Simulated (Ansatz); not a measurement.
**Decaying states in the gap of Cs4KCl5**

Wanted: the relaxed cell of Cs4KCl5, its band edges and its decay constants. It is built by putting Cs for Na in the KNa4Cl5 structure of space group Immm, with the volume rescaled by atomic radii. The parent structure comes from the Materials Project.

Main program and level: Ansatz 0.2.0; PBE DFT, plane waves, PAW files, in the first sound run; inputs show where later runs differ.

The structure was built from a prototype and need not be the compound's stable phase.

## 1. The structure

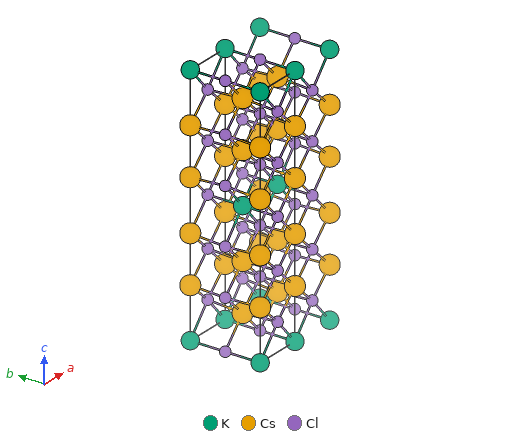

Start, viewed from a free direction; potassium teal, caesium orange, chlorine purple. 2×1×1 cells are drawn. This picture shows the conventional cell, with its axes. Some periodic images of atoms are drawn too.

Structure file:

```cif
data_structure
_symmetry_space_group_name_H-M 'Immm'
_symmetry_Int_Tables_number 71
_cell_length_a 4.6109
_cell_length_b 6.6548
_cell_length_c 23.3267
_cell_angle_alpha 90.000
_cell_angle_beta 90.000
_cell_angle_gamma 90.000
_cell_volume 715.77
loop_
_atom_site_label
_atom_site_type_symbol
_atom_site_symmetry_multiplicity
_atom_site_Wyckoff_symbol
_atom_site_fract_x
_atom_site_fract_y
_atom_site_fract_z
_atom_site_occupancy
K1 K 2 a 0.00000 0.00000 0.00000 1
Cs1 Cs 4 i 0.00000 0.00000 0.60341 1
Cs2 Cs 4 i 0.50000 0.50000 0.70469 1
Cl1 Cl 4 j 0.50000 0.00000 0.88803 1
Cl2 Cl 4 j 0.50000 0.00000 0.69907 1
Cl3 Cl 2 d 0.00000 0.50000 0.00000 1
```

## 2. Relaxing the new crystal

The substituted atoms don't fit the parent's cell, so cell and atoms relax together. A small smearing keeps the run stable in case the gap closes on the way.

input.yaml

```yaml
crystal:
  lattice:
    - [-2.3054349661, 3.327410062, 11.6633658352]
    - [2.3054349661, -3.327410062, 11.6633658352]
    - [2.3054349661, 3.327410062, -11.6633658352]
  atoms:
    - { symbol: K, position: [0.0, 0.0, 0.0] }
    - { symbol: Cs, position: [0.60340797, 0.60340797, 0.0] }
    - { symbol: Cs, position: [0.20469294, 0.20469294, 0.0] }
    - { symbol: Cs, position: [0.79530706, 0.79530706, 0.0] }
    - { symbol: Cs, position: [0.39659203, 0.39659203, 0.0] }
    - { symbol: Cl, position: [0.88803355, 0.38803355, 0.5] }
    - { symbol: Cl, position: [0.69906592, 0.19906592, 0.5] }
    - { symbol: Cl, position: [0.30093408, 0.80093408, 0.5] }
    - { symbol: Cl, position: [0.5, 0.0, 0.5] }
    - { symbol: Cl, position: [0.11196645, 0.61196645, 0.5] }
kpoints:
  mp_grid: { grid: [6, 6, 6] }
scf:
  occupations: { method: gaussian, width: 0.03 }
hamiltonian:
  xc: pbe
output:
  forces: true
  stress: true
relax:
  f_tol: 0.02
  max_steps: 60
  cell: {}
```

The run is started by

```
> ansatz run input.yaml --threads 2 --pin off --max-ram 4096MiB --backend cpu --events-out ev --progress --plain --runs-dir out
```

Numbers of over 12 decimals in the logs are rounded to 6 here.

The program printed:

```text
basis.fft_grid_basis auto: the FFT boxes are laid along the combinations [[1, 0, 1], [0, 1, 1], [0, 0, 1]] of the cell's own vectors, 6.655, 4.611 and 12.346 Å long. The dense box has 45×32×90 points. Along the cell's own vectors, as sized, it would have 90×90×90, 5.62 times as many. Of the 8 symmetry operations that the crystal satisfies within crystal.symmetry.tolerance (time reversal apart; of a slab, those that k [...]
Engine: ansatz 0.2.0, x86_64-unknown-linux-gnu
Pseudopotentials: kind: paw
Pseudopotential: K, paw, valence charge 9, recommended cutoff 420 eV (normal), K.paw.azcp
Pseudopotential: Cs, paw, valence charge 9, recommended cutoff 420 eV (normal), Cs.paw.azcp
Pseudopotential: Cl, paw, valence charge 7, recommended cutoff 420 eV (normal), Cl.paw.azcp
Functional definition: PBE
  parameter kappa = 0.804
  parameter beta = 0.066725
  exchange = pbe_x(kappa = kappa, mu = beta*pi^2/3)
  correlation = pbe_c(beta = beta)
Crystal: 10 atoms, lattice volume = 357.885 Å³
Basis set: ecut = 420 eV, 6987 PW (Γ), FFT grids on a1+a3, a2+a3, a3, exchange–correlation on 90×64×180 points (8 copies of the dense FFT grid, shifted against one another)
Bands: 50, of which v1, the nominal top of the filled ones, is band 40 counted from 1 (39 counted from 0)
Symmetry: 8 space group operations
Space group: Immm (ITA 71), of the structure as read, at distance tolerance 7.1e-5 Å
k-points: 46 of 216
Non-local potential: K, projectors of the file, l = 0: 3, l = 1: 2, l = 2: 2
Non-local potential: Cs, projectors of the file, l = 0: 3, l = 1: 2, l = 2: 2, l = 3: 2
Non-local potential: Cl, projectors of the file, l = 0: 2, l = 1: 2, l = 2: 2
PAW form: soft (Blöchl's): semilocal exchange-correlation on the pseudo side does not see the compensation charge
PAW one-centre angular grid: K, 110 points (default); XC on 64 Gauss nodes
PAW one-centre angular grid: Cs, 194 points (default); XC on 64 Gauss nodes
PAW one-centre angular grid: Cl, 110 points (default); XC on 64 Gauss nodes
Initial density: superposition of atomic densities (neutral atoms: chi_scale 0, normalization atom), corrected by the library's trained network
Initial wavefunctions: pseudopotential atomic-orbital guess
Functional: x = pbe(κ = 0.804, μ = 0.219515), c = pbe(β = 0.066725)
SCF iter   1: F=—  HF=-29636.908092 eV  |F-HF|=—  |Δ(HF+E_count)|=         —  Δρ=4.48e-4  dr2=6.17e-3  ethr=1.77e-3  ⟨swp⟩=14.6  Hψ=13430  notcnv=0  defer=12
preconditioner: auto → Resta (q_TF=auto, 2.125 Å⁻¹)  ε∞=2.9  [insulator: Δε(μ)=4.782 eV  Ē_g=11.776 eV  σ=0.030 eV  W_gap=1.00  n_scr=60 (ndim 8)  ℏωp=16.4 eV  f_vac=0.085  D(μ)=0.00/eV (n_scr^D=0)  ε∞_Penn≈2.9]
SCF iter   2: F=—  HF=-29636.904998 eV  |F-HF|=—  |Δ(HF+E_count)|=   3.09e-3  Δρ=2.77e-4  dr2=1.55e-3  ethr=7.71e-6  ⟨swp⟩=2.8  Hψ=4911  notcnv=0  defer=155
SCF iter   3: F=—  HF=-29636.904717 eV  |F-HF|=—  |Δ(HF+E_count)|=   2.81e-4  Δρ=1.30e-4  dr2=1.60e-4  ethr=1.94e-6  ⟨swp⟩=2.1  Hψ=3455  notcnv=0  defer=155
SCF iter   4: F=—  HF=-29636.904709 eV  |F-HF|=—  |Δ(HF+E_count)|=   8.17e-6  Δρ=4.50e-5  dr2=1.08e-5  ethr=2.00e-7  ⟨swp⟩=2.2  Hψ=3341  notcnv=0  defer=155
SCF iter   5: F=—  HF=-29636.904742 eV  |F-HF|=—  |Δ(HF+E_count)|=   3.33e-5  Δρ=1.20e-5  dr2=8.81e-7  ethr=1.35e-8  ⟨swp⟩=2.1  Hψ=3616  notcnv=0  defer=156
SCF iter   6: F=-29636.904743 eV  HF=-29636.904743 eV  |F-HF|=5.32e-8  |Δ(HF+E_count)|=   1.03e-6  Δρ=2.64e-6  dr2=3.51e-8  ethr=1.25e-10  ⟨swp⟩=4.6  Hψ=8175  notcnv=0
SCF 1 converged in 6 iterations: F = -29636.904743 eV  dr2 = 3.51e-8
  greatest PAW one-centre occupation: 0.987 electrons in one spin orbital (limit 2), on the K atom at site 0 (counted from 0), in its partial waves of l = 0
relax step   1: F+E_penalty+E_count = -29636.90474336 eV  Δ(F+E_penalty+E_count) = +0.000e0 eV  max|allowed force component| = 9.876e-1 eV/Å  Δτ_max = 0.0000 Å  P = +3.896 GPa  Ω = 357.885 Å³  (6 SCF iters, dr2 threshold 1.00e-7 eV, accepted)
Crystal: 10 atoms, lattice volume = 390.286 Å³
Basis set: ecut = 420 eV, 7597 PW (Γ), FFT grids on a1+a3, a2+a3, a3, exchange–correlation on 90×64×180 points (8 copies of the dense FFT grid, shifted against one another)
Initial density: handed on by an earlier stage of this run
Initial wavefunctions: those handed on with the density
iter 1 solved again at ethr=9.85e-5 eV; its pass at ethr=3.10e-3 eV (dr2=7.88e-2 eV) is discarded
SCF iter   1: F=—  HF=-29637.751221 eV  |F-HF|=—  |Δ(HF+E_count)|=         —  Δρ=4.04e-3  dr2=8.05e-2  ethr=9.85e-5  ⟨swp⟩=3.4  Hψ=14583  notcnv=0
preconditioner: auto → Resta (q_TF=auto, 2.095 Å⁻¹)  ε∞=2.8  [insulator: Δε(μ)=4.910 eV  Ē_g=11.700 eV  σ=0.030 eV  W_gap=1.00  n_scr=62 (ndim 8)  ℏωp=15.7 eV  f_vac=0.112  D(μ)=0.00/eV (n_scr^D=0)  ε∞_Penn≈2.8]
SCF iter   2: F=—  HF=-29637.731569 eV  |F-HF|=—  |Δ(HF+E_count)|=   1.97e-2  Δρ=1.81e-3  dr2=1.47e-2  ethr=9.85e-5  ⟨swp⟩=2.2  Hψ=3607  notcnv=0
SCF iter   3: F=—  HF=-29637.730019 eV  |F-HF|=—  |Δ(HF+E_count)|=   1.55e-3  Δρ=4.89e-4  dr2=1.25e-3  ethr=1.84e-5  ⟨swp⟩=2.7  Hψ=4219  notcnv=0
SCF iter   4: F=—  HF=-29637.730402 eV  |F-HF|=—  |Δ(HF+E_count)|=   3.84e-4  Δρ=7.48e-5  dr2=5.05e-5  ethr=1.56e-6  ⟨swp⟩=2.0  Hψ=4020  notcnv=0
SCF iter   5: F=—  HF=-29637.730450 eV  |F-HF|=—  |Δ(HF+E_count)|=   4.77e-5  Δρ=2.56e-5  dr2=3.72e-6  ethr=6.31e-8  ⟨swp⟩=2.0  Hψ=3904  notcnv=0
SCF iter   6: F=-29637.730456 eV  HF=-29637.730455 eV  |F-HF|=1.65e-7  |Δ(HF+E_count)|=   5.32e-6  Δρ=6.20e-6  dr2=2.59e-7  ethr=1.25e-9  ⟨swp⟩=4.5  Hψ=7965  notcnv=0
SCF 2 converged in 6 iterations: F = -29637.730456 eV  dr2 = 2.59e-7
relax step   2: F+E_penalty+E_count = -29637.73045556 eV  Δ(F+E_penalty+E_count) = -8.257e-1 eV  max|allowed force component| = 4.455e-1 eV/Å  Δτ_max = 0.1949 Å  P = +1.405 GPa  Ω = 390.286 Å³  energy of the carried Pulay correction = -1.309e-4 eV  (6 SCF iters, dr2 threshold 1.00e-6 eV, accepted)
Crystal: 10 atoms, lattice volume = 410.669 Å³
Basis set: ecut = 420 eV, 8027 PW (Γ), FFT grids on a1+a3, a2+a3, a3, exchange–correlation on 90×64×180 points (8 copies of the dense FFT grid, shifted against one another)
iter 1 solved again at ethr=1.88e-4 eV; its pass at ethr=3.10e-3 eV (dr2=1.50e-1 eV) is discarded
SCF iter   1: F=—  HF=-29638.022818 eV  |F-HF|=—  |Δ(HF+E_count)|=         —  Δρ=5.00e-3  dr2=1.50e-1  ethr=1.88e-4  ⟨swp⟩=2.2  Hψ=12459  notcnv=0
preconditioner: auto → Resta (q_TF=auto, 2.077 Å⁻¹)  ε∞=2.7  [insulator: Δε(μ)=4.866 eV  Ē_g=11.611 eV  σ=0.030 eV  W_gap=1.00  n_scr=62 (ndim 8)  ℏωp=15.3 eV  f_vac=0.115  D(μ)=0.00/eV (n_scr^D=0)  ε∞_Penn≈2.7]
SCF iter   2: F=—  HF=-29637.983417 eV  |F-HF|=—  |Δ(HF+E_count)|=   3.94e-2  Δρ=1.98e-3  dr2=1.92e-2  ethr=1.87e-4  ⟨swp⟩=2.4  Hψ=4000  notcnv=0
SCF iter   3: F=—  HF=-29637.980634 eV  |F-HF|=—  |Δ(HF+E_count)|=   2.78e-3  Δρ=5.43e-4  dr2=1.41e-3  ethr=2.40e-5  ⟨swp⟩=3.1  Hψ=4229  notcnv=0
SCF iter   4: F=—  HF=-29637.980799 eV  |F-HF|=—  |Δ(HF+E_count)|=   1.64e-4  Δρ=6.52e-5  dr2=5.21e-5  ethr=1.77e-6  ⟨swp⟩=2.0  Hψ=4223  notcnv=0
SCF iter   5: F=—  HF=-29637.980825 eV  |F-HF|=—  |Δ(HF+E_count)|=   2.62e-5  Δρ=2.66e-5  dr2=5.23e-6  ethr=6.51e-8  ⟨swp⟩=2.0  Hψ=3646  notcnv=0
SCF iter   6: F=-29637.980827 eV  HF=-29637.980827 eV  |F-HF|=7.09e-8  |Δ(HF+E_count)|=   2.09e-6  Δρ=8.12e-6  dr2=3.55e-7  ethr=1.25e-9  ⟨swp⟩=4.7  Hψ=8110  notcnv=0
SCF 3 converged in 6 iterations: F = -29637.980827 eV  dr2 = 3.55e-7
relax step   3: F+E_penalty+E_count = -29637.98082693 eV  Δ(F+E_penalty+E_count) = -2.504e-1 eV  max|allowed force component| = 1.908e-1 eV/Å  Δτ_max = 0.1945 Å  P = +0.360 GPa  Ω = 410.669 Å³  energy of the carried Pulay correction = -2.076e-4 eV  (6 SCF iters, dr2 threshold 1.00e-6 eV, accepted)
[...]
relax step   4: F+E_penalty+E_count = -29638.01453732 eV  Δ(F+E_penalty+E_count) = -3.371e-2 eV  max|allowed force component| = 2.676e-2 eV/Å  Δτ_max = 0.1406 Å  P = -0.252 GPa  Ω = 428.272 Å³  energy of the carried Pulay correction = -2.707e-4 eV  (6 SCF iters, dr2 threshold 1.00e-6 eV, accepted)
[...]
relax step   5: F+E_penalty+E_count = -29638.02205570 eV  Δ(F+E_penalty+E_count) = -7.518e-3 eV  max|allowed force component| = 1.985e-2 eV/Å  Δτ_max = 0.0189 Å  P = +0.001 GPa  Ω = 419.645 Å³  energy of the carried Pulay correction = -2.401e-4 eV  (5 SCF iters, dr2 threshold 2.22e-7 eV, accepted)
Basis set: ecut = 420 eV, 8223 PW (Γ), FFT grids on a1+a3, a2+a3, a3, exchange–correlation on 96×72×180 points (8 copies of the dense FFT grid, shifted against one another)
Initial wavefunctions: pseudopotential atomic-orbital guess (no wavefunctions were taken with the density)
iter 1 solved again at ethr=2.03e-7 eV; its pass at ethr=3.10e-3 eV (dr2=1.63e-4 eV) is discarded
SCF iter   1: F=—  HF=-29638.022920 eV  |F-HF|=—  |Δ(HF+E_count)|=         —  Δρ=7.06e-5  dr2=2.43e-6  ethr=2.03e-7  ⟨swp⟩=3.9  Hψ=19481  notcnv=0
preconditioner: auto → Resta (q_TF=auto, 2.070 Å⁻¹)  ε∞=2.7  [insulator: Δε(μ)=4.794 eV  Ē_g=11.547 eV  σ=0.030 eV  W_gap=1.00  n_scr=62 (ndim 8)  ℏωp=15.2 eV  f_vac=0.111  D(μ)=0.00/eV (n_scr^D=0)  ε∞_Penn≈2.7]
SCF iter   2: F=—  HF=-29638.023239 eV  |F-HF|=—  |Δ(HF+E_count)|=   3.19e-4  Δρ=3.68e-5  dr2=6.83e-7  ethr=3.03e-9  ⟨swp⟩=2.7  Hψ=4176  notcnv=0
SCF iter   3: F=—  HF=-29638.023309 eV  |F-HF|=—  |Δ(HF+E_count)|=   6.96e-5  Δρ=1.21e-6  dr2=7.02e-9  ethr=8.54e-10  ⟨swp⟩=2.0  Hψ=3910  notcnv=0
SCF iter   4: F=—  HF=-29638.023309 eV  |F-HF|=—  |Δ(HF+E_count)|=   3.29e-8  Δρ=3.76e-7  dr2=9.64e-10  ethr=8.78e-12  ⟨swp⟩=2.0  Hψ=4138  notcnv=0
SCF iter   5: F=-29638.023309 eV  HF=-29638.023309 eV  |F-HF|=1.02e-10  |Δ(HF+E_count)|=   2.20e-9  Δρ=9.58e-8  dr2=3.97e-11  ethr=1.00e-12  ⟨swp⟩=3.0  Hψ=9878  notcnv=0
SCF 6 converged in 5 iterations: F = -29638.023309 eV  dr2 = 3.97e-11
relax step   6: F+E_penalty+E_count = -29638.02330905 eV  Δ(F+E_penalty+E_count) = -1.253e-3 eV  max|allowed force component| = 1.977e-2 eV/Å  Δτ_max = 0.0000 Å  P = +0.009 GPa  Ω = 419.645 Å³  stress off target by 2.74e-2 GPa  SCF on the basis re-selected at this cell (its energy is not comparable with the rows above)  (5 SCF iters)
basis re-selected at this cell: Δ(F+E_penalty+E_count) = -1.253e-3 eV, ΔP = +0.008 GPa vs the last step (what re-selecting the basis moved, of the pressure what is left beyond the Pulay correction that the steps carried, after the strain that the cell walked since its last selection, with what the two solves' SCF thresholds leave and, on support functions, any second-order correction that the steps lacked; it is no measure of the basis error at this ecutwfc). The dense FFT grid was sized anew with the basis: this SCF ran on 48×36×90 points, the steps before it on 45×32×90, so part of this shift can come from that change (see relax.cell in the input reference). [rest of the remark cut]
SCF converged after 5 iterations
Free energy (F): -29638.023309 eV
Harris-Foulkes:  -29638.023309 eV  (|F-HF|=1.02e-10)
Internal energy: -29638.023309 eV  (E = F + TS)
E sigma→0 (E₀):  -29638.023309 eV
Fermi energy:    3.332465 eV
--- Per-component energies (eV) ---
  E_band       = -467.455554
  E_kinetic    = 1631.648730
  E_local      = -3085.235874  (includes V_loc(G=0)·N_el)
  E_nonlocal   = 275.029279
  E_hartree    = 1046.728819
  E_xc         = -1372.531779
  E_vxc        = -1286.348358  (∫ρ·V_xc dr)
  E_paw        = -24345.084952  (= ΣΔE_a)
  E_vpaw       = -96.007413  (= ΣTr[D̂ρ^β])
  E_aug_tail   = 0.000440  (compensation charges beyond the density's cutoff)
  E_ewald      = -3788.577972
  E_smearing   = -0.000000  (= −TS)
  E_closure    = 0.000000  (closes the sum)
  Σ components = -29638.023309   (vs F -29638.023309, Δ=0.00e0)
--- Forces (eV/Å), atoms counted from 1 ---
  atom   1  K      0.00000000     0.00000000     0.00000000
  atom   2  Cs    -0.00000000     0.00000000    -0.01657203
  atom   3  Cs     0.00000000    -0.00000000    -0.01977025
  atom   4  Cs    -0.00000000     0.00000000     0.01977025
  atom   5  Cs     0.00000000    -0.00000000     0.01657203
  atom   6  Cl    -0.00000000     0.00000000    -0.00121445
  atom   7  Cl     0.00000000     0.00000000     0.00677769
  atom   8  Cl    -0.00000000    -0.00000000    -0.00677769
  atom   9  Cl     0.00000000    -0.00000000    -0.00000000
  atom  10  Cl     0.00000000    -0.00000000     0.00121445
  max |Σ_I F_I| component: 3.90e-18 eV/Å
--- Stress (GPa, compression-positive) ---
       -0.018457      -0.000000       0.000000
       -0.000000       0.027378      -0.000000
        0.000000      -0.000000       0.017533
  P = ⅓ Tr σ = 0.0088 GPa (0.088 kbar)
--- Relaxed structure (5 steps of the walk, 5 accepted, 1 SCFs on fresh bases) ---
  F+E_penalty+E_count = -29638.02330905 eV   max|allowed force component| = 1.977e-2 eV/Å   (the final SCF, on the basis selected at the relaxed cell)
  cell:  # Å, volume = 419.6448 Å³
    - [-2.448048, 3.486707, 12.290979]
    - [2.448048, -3.486707, 12.290979]
    - [2.448048, 3.486707, -12.290979]
  atoms:
    - { symbol: K, position: [-3.5324007783506765e-19, -3.5324007783506765e-19, 0] }
    - { symbol: Cs, position: [0.598634, 0.598634, 0] }
    - { symbol: Cs, position: [0.195954, 0.195954, 0] }
    - { symbol: Cs, position: [0.804046, 0.804046, 0] }
    - { symbol: Cs, position: [0.401366, 0.401366, 0] }
    - { symbol: Cl, position: [0.910522, 0.410522, 0.500000] }
    - { symbol: Cl, position: [0.702146, 0.202146, 0.500000] }
    - { symbol: Cl, position: [0.297854, 0.797854, 0.500000] }
    - { symbol: Cl, position: [0.5, -3.5324007783506765e-19, 0.5] }
    - { symbol: Cl, position: [0.089478, 0.589478, 0.500000] }
```

The job ended after 2.4 min (2 threads of Intel Xeon Platinum 8488C (Sapphire Rapids), shared host; peak memory 1.2 GiB).

Relaxation path:

```csv
step,energy less that of the first step (eV),largest force component (eV/Å),pressure (GPa),volume (Å³)
1,0.0000,0.9876,3.90,357.88
2,-0.8257,0.4455,1.41,390.29
3,-1.0761,0.1908,0.36,410.67
4,-1.1098,0.0268,-0.25,428.27
5,-1.1173,0.0198,0.00,419.64
6*,-1.1186,0.0198,0.01,419.64
```

Relaxation steps marked * repeat the geometry before them on a plane-wave basis chosen anew for their cell, so energy and pressure can jump there.

The run keeps the 8 symmetry operations that it works with, so distortions that break them were not tested.

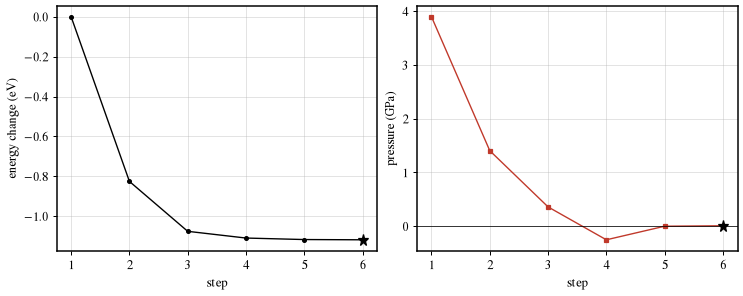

Energy and pressure along the relaxation. Stars mark steps on a basis chosen anew.

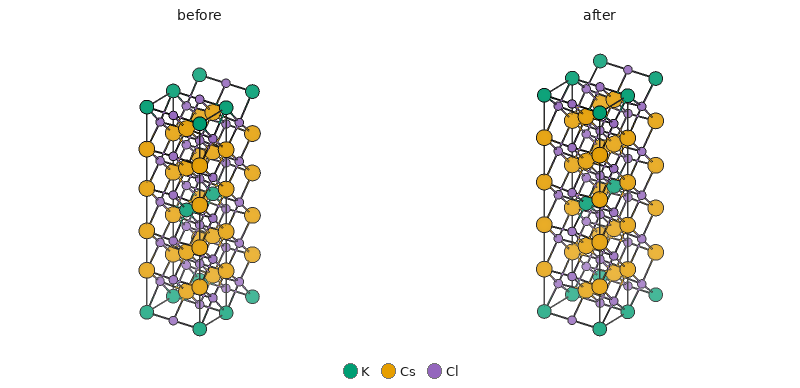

The structure before and after the relaxation, drawn at the same scale.

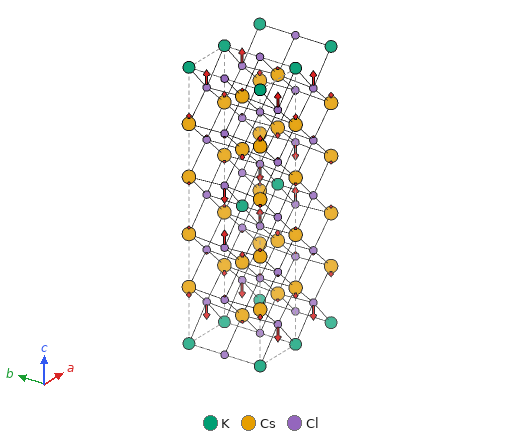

Displacements in the relaxation, exaggerated, measured against the changing cell; the longest in the cell stands for 0.55 Å. 2×1×1 conventional cells are drawn. Some periodic images of atoms are drawn too.

```csv
"conventional cell, symmetrised",before,after,change
a (Å),4.611,4.896,+6.2 %
b (Å),6.655,6.973,+4.8 %
c (Å),23.327,24.582,+5.4 %
volume (Å³/atom),35.79,41.96,+17.3 %
```

The atoms that moved most (Å, as changes of fractional coordinates times the final cell):

```csv
atom,dx,dy,dz,length
Cl6,0.000,0.000,0.553,0.553
Cl10,0.000,0.000,-0.553,0.553
Cs3,0.000,0.000,-0.215,0.215
Cs4,0.000,0.000,0.215,0.215
Cs5,0.000,0.000,0.117,0.117
Cs2,0.000,0.000,-0.117,0.117
Cl8,0.000,0.000,-0.076,0.076
Cl7,0.000,0.000,0.076,0.076
```

Numbers from this step:

| Quantity | Value |
| --- | --- |
| free energy | -29638.0233 eV |
| Fermi energy | 3.332 eV |
| pressure | 0.008818 GPa |

The largest force component on a free atom ends at 0.020 eV/Å.

(Continued in part 2 of 3.)

[Logs are printed without paths, hosts, clocks, repeated set-up lines and the standing remarks that a program may print on its own settings, such as how far it seeks lower states.]

[Hosts, paths, dates, database ids (printed as entryN), source tags and the programs' standing remarks are cut or masked in the printed files.]
